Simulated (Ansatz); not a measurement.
**Response to strain in Hf**

Consider Hf in the hcp (Mg type) structure (space group P6_3/mmc, No. 194; a = 3.158 Å, c = 5.004 Å; relaxed with 0.1 eV smearing).

Strains are applied to the cell and any free atomic positions relax.

Method: Ansatz (an electronic-structure program) PBEsol, without spin-orbit coupling, earlier PAW set.

Notes on the quantities. energy relative to the base: free energy F.

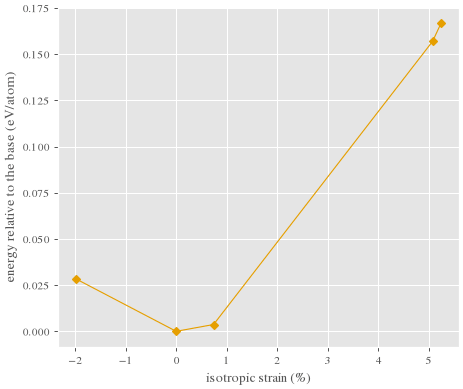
Figure. Energy relative to the base against isotropic strain

### Question
From the plot, what is the energy relative to the base for isotropic strain +0.74 %?

### Answer
About 0.00 eV/atom.

### Question
Is the trend monotonic over the range shown?

### Answer
No, it turns within the range, spanning 0 meV/atom to +167 meV/atom.

Whether these cells are dynamically stable was not tested. All final runs are without spin polarisation.
